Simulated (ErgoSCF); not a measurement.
**A workflow on CH2FN (SMILES N=CF)**

Aim: a single-point energy (KT2/pcseg-0), then the energy (KT2/pcseg-1), then a single-point energy (KT2/pcseg-2) of CH2FN. 

Program for the calculation: ErgoSCF 3.8.

### 1 The system as given

The species is CH2FN (5 atoms), typed as a singlet with charge 0. As SMILES, `N=CF`. Geometry: relaxed at PBE0-D4/def2-TZVP.

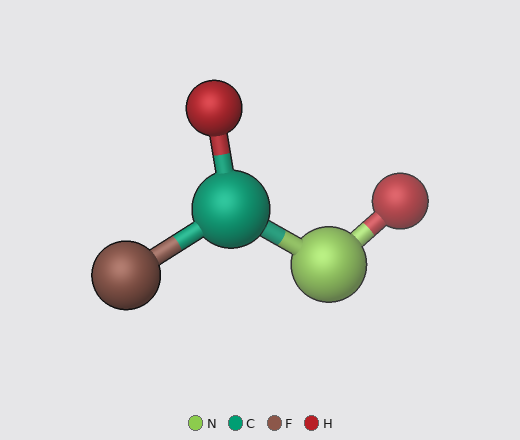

The structure, seen from a chosen angle (nitrogen green, carbon teal, fluorine brown, hydrogen red).

### 2 The energy at KT2/pcseg-0 (run 1)

input.ego reads:

```
set_nthreads(1)
basis = "pcseg-0"
scf.max_number_of_iterations = 70
tmpdir = "."
scf.use_diagonalization = 1
charge = 0
scf.output_mulliken_pop = 1
scf.convergence_threshold = 1e-06
molecule_inline Angstrom
N     -0.719900    -0.454400    -0.439800
C      0.296500    -0.034500     0.137300
F      1.242400    -0.884800     0.520800
H     -1.343900     0.314100    -0.667300
H      0.574800     0.986000     0.407600
EOF
run "KT2"
```

The basis set pcseg-0 is read from a file made from the Basis Set Exchange's data (not shown).

Run with:

```
ergo input.ego
```

Output:

```text
INMA ERGO version 3.8
[... 75 lines left out ...]
INSC nuclearEnergy, energy_2el, energy = 68.557569, 136.282689, -196.110030
[... 71 lines left out ...]
INSC nuclearEnergy, energy_2el, energy = 68.557569, 136.084586, -196.131507
[... 69 lines left out ...]
INSC nuclearEnergy, energy_2el, energy = 68.557569, 136.085334, -196.131512
[... 35 lines left out ...]
INSC SCF: dipole_moment_z [atomic units] =       0.06136508
[... 6 lines left out ...]
INSC Sum of Mulliken atomic charges:      -0.0000000
```

Run time: 2 s. Hardware: 1 thread of Arm Neoverse V1, shared host; peak memory 0.26 GiB.

### 3 The energy at KT2/pcseg-1 (run 2)

Edit input.ego of step 2 so:

```diff
@@ -1,3 +1,3 @@
 set_nthreads(1)
-basis = "pcseg-0"
+basis = "pcseg-1"
 scf.max_number_of_iterations = 70
```

The basis set pcseg-1 is read from a file made from the Basis Set Exchange's data (not shown).

Run with:

```
ergo input.ego
```

Output:

```text
INMA ERGO version 3.8
[... 7 lines left out ...]
INMA  convergence_threshold := 1e-06
[... 76 lines left out ...]
INSC nuclearEnergy, energy_2el, energy = 68.557569, 136.446556, -196.558652
[... 71 lines left out ...]
INSC nuclearEnergy, energy_2el, energy = 68.557569, 136.514736, -196.667256
[... 70 lines left out ...]
INSC nuclearEnergy, energy_2el, energy = 68.557569, 136.516362, -196.667260
[... 34 lines left out ...]
INSC SCF: dipole_moment_z [atomic units] =       0.06944496
[... 6 lines left out ...]
INSC Sum of Mulliken atomic charges:       0.0000000
```

Wall time 7.8 s (1 thread of Arm Neoverse V1, shared host); peak memory 0.26 GiB.

### 4 A single-point energy at KT2/pcseg-2 (run 3)

Edit input.ego of step 3 so:

```diff
@@ -1,3 +1,3 @@
 set_nthreads(1)
-basis = "pcseg-1"
+basis = "pcseg-2"
 scf.max_number_of_iterations = 70
```

The basis set pcseg-2 is read from a file made from the Basis Set Exchange's data (not shown).

Run with:

```
ergo input.ego
```

Output:

```text
INMA ERGO version 3.8
[... 7 lines left out ...]
INMA  convergence_threshold := 1e-06
[... 73 lines left out ...]
INSC nuclearEnergy, energy_2el, energy = 68.557569, 136.202592, -196.777870
[... 71 lines left out ...]
INSC nuclearEnergy, energy_2el, energy = 68.557569, 136.576279, -196.789304
[... 69 lines left out ...]
INSC nuclearEnergy, energy_2el, energy = 68.557569, 136.575558, -196.789306
[... 35 lines left out ...]
INSC SCF: dipole_moment_z [atomic units] =       0.07372282
[... 6 lines left out ...]
INSC Sum of Mulliken atomic charges:      -0.0000000
```

It took 1.8 min on 1 thread of Arm Neoverse V1, shared host; peak memory 0.29 GiB.

### 5 What came out

```
                         quantity          value
 run 1, KT2/pcseg-0: total energy  -196.13151 Eh
run 1, KT2/pcseg-0: dipole moment         3.05 D
 run 2, KT2/pcseg-1: total energy  -196.66726 Eh
run 2, KT2/pcseg-1: dipole moment         2.76 D
 run 3, KT2/pcseg-2: total energy  -196.78931 Eh
run 3, KT2/pcseg-2: dipole moment         2.71 D
```

In words: Mulliken charges (run 1, KT2/pcseg-0) run from -0.52 on N1 to +0.30 on H4; they depend strongly on the basis. Mulliken charges (run 2, KT2/pcseg-1) run from -0.29 on N1 to +0.30 on C2; they depend strongly on the basis. Mulliken charges (run 3, KT2/pcseg-2) run from -0.25 on N1 to +0.33 on C2; they depend strongly on the basis.
